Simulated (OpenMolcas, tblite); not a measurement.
How methods differ on SiCNClF2 (SMILES N#C[Si](F)(F)Cl)

SiCNClF2 has 6 atoms, charge 0, and is taken as a singlet. SMILES: `N#C[Si](F)(F)Cl`. The shape is that of a PBE0-D4/def2-TZVP optimisation.

Each level gives the dipole moment (D). The values are calculated.

```csv
level,kind,program,value (D),CPU time
GFN2-xTB,semi-empirical,tblite,1.79,under 2 s
IPEA1-xTB,semi-empirical,tblite,1.99,under 2 s
HF/cc-pVDZ,Hartree–Fock,OpenMolcas,1.86,15 s
SVWN5/cc-pVDZ,LDA,OpenMolcas,1.86,34 s
revPBE/cc-pVDZ,GGA,OpenMolcas,1.82,48 s
TPSS/cc-pVDZ,meta-GGA,OpenMolcas,1.85,63 s
PBE0/cc-pVDZ,global hybrid,OpenMolcas,1.82,42 s
```

The values span 1.79 to 1.99 D. Magnitudes only. CPU times are rough (shared hosts, several kinds of processor and program).

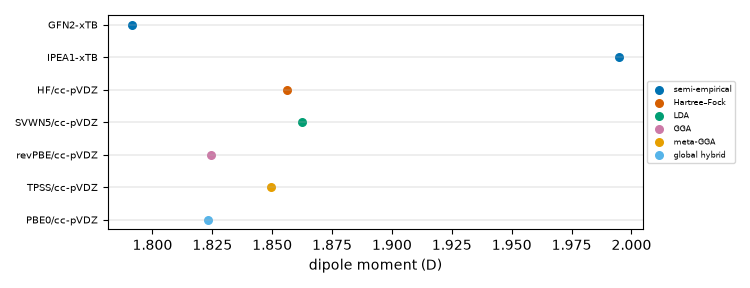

The values of the table, level by level.
